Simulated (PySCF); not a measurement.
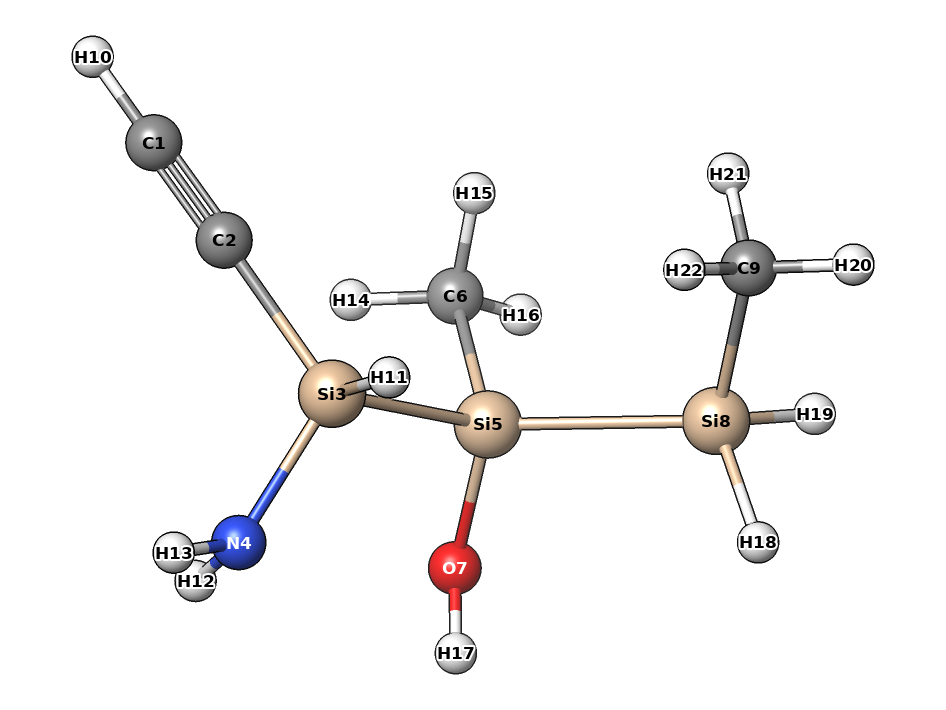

The geometry was computed by an optimisation with GFN2-xTB. No frequency run is at hand to confirm it as a minimum. Electric field gradients from the ground-state density, PBE0/pcSseg-1 (PySCF 2.14.0), non-relativistic apart from any core potentials.

Give the largest field-gradient component, the quadrupole coupling constant and the asymmetry for 14N at N4 (Q = 20.44 mb), 17O at O7 (Q = −25.6 mb).

```
atom  V_zz (a.u.)  e²qQ/h (MHz)     η
  N4       −0.915         −4.40  0.27
  O7        1.492         −8.97  0.56
```

The geometry is semi-empirical. Around Si such bond lengths and angles can be off by a tenth of an ångström or more and by several degrees, and values that hang on the shape move with them.
